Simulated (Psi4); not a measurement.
# N2H3 (SMILES [NH]N) at USCAN/aug-cc-pVQZ (density fitting, sweep point 3)

Aim: the energy change on altering one bond length of N2H3 at USCAN/aug-cc-pVQZ (density fitting, sweep point 3), from 2 runs. Input form: a Python script.

The results are computed with Psi4 1.11.

## Step 1: Starting point

N2H3 has 5 atoms, charge 0, and is taken as a doublet. SMILES: `[NH]N`. Geometry: relaxed at GFN2-xTB. This is one conformer, not always the lowest.

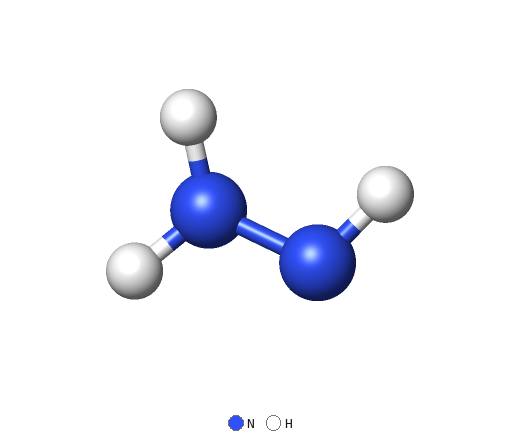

Viewed from a chosen angle; nitrogen blue, hydrogen white.

## Step 2: A single-point energy at USCAN/aug-cc-pVQZ (density fitting, sweep point 3)

job.py

```python
import psi4

psi4.set_memory('1600 MB')
psi4.set_num_threads(1)
psi4.core.set_output_file('output.dat', False)

geom = psi4.geometry("""
0 2
N     -0.174970    -0.805480     0.447260
N     -0.126270     0.251970    -0.365880
H      0.751750    -0.989150     0.831090
H     -1.043070     0.577800    -0.638700
H      0.592550     0.964850    -0.273770
symmetry c1
""")

options = {'basis': 'aug-cc-pVQZ', 'reference': 'uks', 'puream': True, 'scf_type': 'df', 'dft_radial_points': 99, 'dft_spherical_points': 590, 'maxiter': 150}
psi4.set_options(options)

e_tot = psi4.energy('SCAN')
print('E =', round(e_tot, 9))
```

Command:

```sh
$ python job.py
```

output.dat:

```text
[...]
  Running in c1 symmetry.
[...]
  Nuclear repulsion =   36.700927742292535
[...]
  Multiplicity = 2
[...]
  Nalpha       = 9
  Nbeta        = 8
[...]
    Number of basis functions: 298
[...]
   @DF-UKS iter   1:  -110.98460639882323   -2.03679e-01   2.56437e-03 ADIIS/DIIS
[...]
   @DF-UKS iter   9:  -111.23885294138735   -3.26333e-07   6.76072e-07 DIIS
[...]
   @S^2 Observed:                7.564604833E-01
[...]
    Orbital Energies [Eh]
    ---------------------
    Alpha Occupied:
       1A    -14.205973     2A    -14.168927     3A     -0.950157
       4A     -0.705105     5A     -0.521660     6A     -0.448845
       7A     -0.363736     8A     -0.259958     9A     -0.160087
    Alpha Virtual:
      10A     -0.007707    11A      0.016969    12A      0.029908
      13A      0.064634    14A      0.068656    15A      0.081026
      16A      0.094556    17A      0.100166    18A      0.108130
      19A      0.113109    20A      0.133351    21A      0.135099
      22A      0.174283    23A      0.190906    24A      0.206951
      25A      0.220800    26A      0.223508    27A      0.232232
[...]
  @DF-UKS Final Energy:  -111.23885294138735
   => Energetics <=
    Nuclear Repulsion Energy =             36.7009277422925351
    One-Electron Energy =                -222.9444714365819209
    Two-Electron Energy =                  89.8714267774848707
    DFT Exchange-Correlation Energy =     -14.8667360245828455
    Empirical Dispersion Energy =           0.0000000000000000
    VV10 Nonlocal Energy =                  0.0000000000000000
    Total Energy =                       -111.2388529413873499
[...]
 Multipole Moments:
 ------------------------------------------------------------------------------------
     Multipole            Electronic (a.u.)      Nuclear  (a.u.)        Total (a.u.)
 ------------------------------------------------------------------------------------
 L = 1.  Multiply by 2.5417464519 to convert [e a0] to [Debye]
 Dipole X            :         -0.2010745            0.6373496            0.4362751
 Dipole Y            :         -0.3164604            1.1710979            0.8546374
 Dipole Z            :          0.0244451           -0.1721823           -0.1477372
 Magnitude           :                                                    0.9708591
[...]
```

On the terminal:

```text
E = -111.238852941
```

Run time: 5.3 min. Hardware: 1 thread of AMD EPYC 7R43 (Zen 3), shared host; peak memory 1.3 GiB.

## Step 3: The distorted shape

run.py

```python
import psi4

psi4.set_memory('1600 MB')
psi4.set_num_threads(1)
psi4.set_output_file('run.log', False)

geom = psi4.geometry("""
0 2
N     -0.638321    -0.713647     0.255349
N     -0.589621     0.343803    -0.557791
H      0.751750    -0.989150     0.831090
H     -1.506421     0.669633    -0.830611
H      0.129199     1.056683    -0.465681
symmetry c1
""")

psi4.set_options({
    'basis': 'aug-cc-pVQZ',
    'reference': 'uks',
    'puream': True,
    'scf_type': 'df',
    'dft_radial_points': 99,
    'dft_spherical_points': 590,
    'maxiter': 150,
})

energy_value = psi4.energy("scan")
print(f'total energy {energy_value:.8f} hartree = {energy_value * 27.211386:.5f} eV')
for k, v in sorted(psi4.core.scalar_variables().items()):
    print(f'{k:45s} {v:18.10f}')
```

Command:

```sh
$ python run.py
```

run.log:

```text
[...]
  Running in c1 symmetry.
[...]
  Nuclear repulsion =   35.104342212862718
[...]
  Multiplicity = 2
[...]
  Nalpha       = 9
  Nbeta        = 8
[...]
    Number of basis functions: 298
[...]
   @DF-UKS iter   1:  -110.85306941071454   -2.05995e-01   2.70945e-03 ADIIS/DIIS
[...]
   @DF-UKS iter  13:  -111.16378271790086   -1.10491e-07   2.38623e-07 DIIS
[...]
   @S^2 Observed:                7.646791345E-01
[...]
    Orbital Energies [Eh]
    ---------------------
    Alpha Occupied:
       1A    -14.211452     2A    -14.209496     3A     -0.950912
       4A     -0.679255     5A     -0.516324     6A     -0.408603
       7A     -0.366576     8A     -0.259925     9A     -0.162909
    Alpha Virtual:
      10A     -0.066922    11A     -0.003666    12A      0.027961
      13A      0.047565    14A      0.064246    15A      0.070239
      16A      0.085605    17A      0.099611    18A      0.103985
      19A      0.112381    20A      0.128422    21A      0.133316
      22A      0.157829    23A      0.190418    24A      0.194931
      25A      0.217849    26A      0.223885    27A      0.233113
[...]
  @DF-UKS Final Energy:  -111.16378271790086
   => Energetics <=
    Nuclear Repulsion Energy =             35.1043422128627185
    One-Electron Energy =                -219.7418114452154896
    Two-Electron Energy =                  88.1953382811247195
    DFT Exchange-Correlation Energy =     -14.7216517666728137
    Empirical Dispersion Energy =           0.0000000000000000
    VV10 Nonlocal Energy =                  0.0000000000000000
    Total Energy =                       -111.1637827179008582
[...]
 Multipole Moments:
 ------------------------------------------------------------------------------------
     Multipole            Electronic (a.u.)      Nuclear  (a.u.)        Total (a.u.)
 ------------------------------------------------------------------------------------
 L = 1.  Multiply by 2.5417464519 to convert [e a0] to [Debye]
 Dipole X            :         -0.8012127            1.0294894            0.2282768
 Dipole Y            :         -0.1767043            1.0933784            0.9166741
 Dipole Z            :         -0.2343466           -0.0097656           -0.2441122
 Magnitude           :                                                    0.9757010
[...]
```

The script printed:

```text
total energy -111.16378272 hartree = -3024.92060 eV
CURRENT ENERGY                                   -111.1637827179
CURRENT REFERENCE ENERGY                         -111.1637827179
DD SOLVATION ENERGY                                 0.0000000000
DFT FUNCTIONAL TOTAL ENERGY                      -111.1637827179
DFT TOTAL ENERGY                                 -111.1637827179
DFT VV10 ENERGY                                     0.0000000000
DFT XC ENERGY                                     -14.7216517667
GRID ELECTRONS ALPHA                                8.9999999752
GRID ELECTRONS BETA                                 7.9999999725
GRID ELECTRONS TOTAL                               16.9999999476
NUCLEAR REPULSION ENERGY                           35.1043422129
ONE-ELECTRON ENERGY                              -219.7418114452
PCM POLARIZATION ENERGY                             0.0000000000
PE ENERGY                                           0.0000000000
SCF ITERATION ENERGY                             -111.1637827179
SCF ITERATIONS                                     13.0000000000
SCF TOTAL ENERGY                                 -111.1637827179
TWO-ELECTRON ENERGY                                88.1953382811
XC GRID RADIAL POINTS                              99.0000000000
XC GRID SPHERICAL POINTS                          590.0000000000
XC GRID TOTAL POINTS                           283629.0000000000
```

It took 7.5 min on 1 thread of AMD EPYC 7R43 (Zen 3), shared host; peak memory 1.3 GiB.

## Step 4: Outcome

At USCAN/aug-cc-pVQZ (density fitting, sweep point 3):

```
                                                         quantity          value
                                        first shape: total energy  -111.23885 Eh
                                       first shape: dipole moment         2.47 D
                  first shape: HOMO energy (highest over α and β)       -4.36 eV
                   first shape: LUMO energy (lowest over α and β)       -1.57 eV
                                                first shape: ⟨S²⟩          0.756
                                    distorted shape: total energy  -111.16378 Eh
                                   distorted shape: dipole moment         2.48 D
              distorted shape: HOMO energy (highest over α and β)       -4.43 eV
               distorted shape: LUMO energy (lowest over α and β)       -1.82 eV
                                            distorted shape: ⟨S²⟩          0.765
energy change with the N1–H3 bond stretched from 1.020 to 1.530 Å       2.043 eV
```

What this shows: With the N1–H3 bond stretched from 1.020 to 1.530 Å the energy rises by 2.04 eV (47 kcal/mol). The first shape isn't relaxed at this level, so the change isn't measured from a minimum.
